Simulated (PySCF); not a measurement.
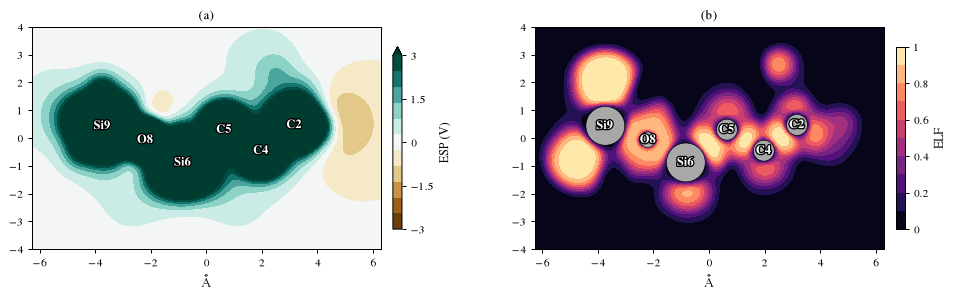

Figure 1: C$_{4}$H$_{13}$NO$_{2}$Si$_{2}$. (a) molecular electrostatic potential; (b) electron localisation function on the plane of atoms C2, C4 and C5. Grey discs cover the atomic cores in the ELF map.

Geometry: GFN2-xTB.

Theory: PBE0/pcSseg-1, SCF density, gas phase, non-relativistic (PySCF 2.14.0).

The calculation's input:

```
{"job": {"kind": "nmr", "xc": "PBE0", "basis": "pcSseg-1"}, "charge": 0, "multiplicity": 1}
C     -3.439194     0.557190     0.388115
C     -2.826055    -0.809606     0.210560
O     -3.344433    -1.808419     0.644495
C     -1.507501    -0.846070    -0.530717
C     -0.434964     0.014260     0.137886
Si     1.251354    -0.181925    -0.711407
N      1.876663    -1.721590    -0.270521
O      2.267963     0.945897    -0.149299
Si     3.622010     1.643848     0.388606
H     -3.296536     1.169596    -0.497744
H     -2.953161     1.047982     1.229852
H     -4.498240     0.461377     0.614616
H     -1.671914    -0.495067    -1.552070
H     -1.178750    -1.885520    -0.577921
H     -0.359215    -0.267380     1.188995
H     -0.737355     1.060415     0.109859
H      1.153342     0.103362    -2.149285
H      1.302780    -2.541861    -0.371631
H      2.836553    -1.939633    -0.481731
H      4.403590     2.020030    -0.789523
H      4.354108     0.687057     1.217155
H      3.168542     2.805444     1.149291
```

Command:

```sh
OMP_NUM_THREADS=1 python probes_run.py task.json out
```

### Describe what can be read from this map.

- Atoms in the plane: C, Si and O.
- C–C (1.51 Å): the ELF peaks at about 0.95 between the atoms; a shared electron pair.
- Si–O (1.62 Å): the ELF peaks at about 0.85 between the atoms, as expected for a polar covalent bond.
- C–Si (1.90 Å): the ELF peaks at about 0.95 between the atoms: a covalent bond.
- Outside the dense part of the molecule the potential is most negative (−1.3 V) near O3, which lies off the plane.
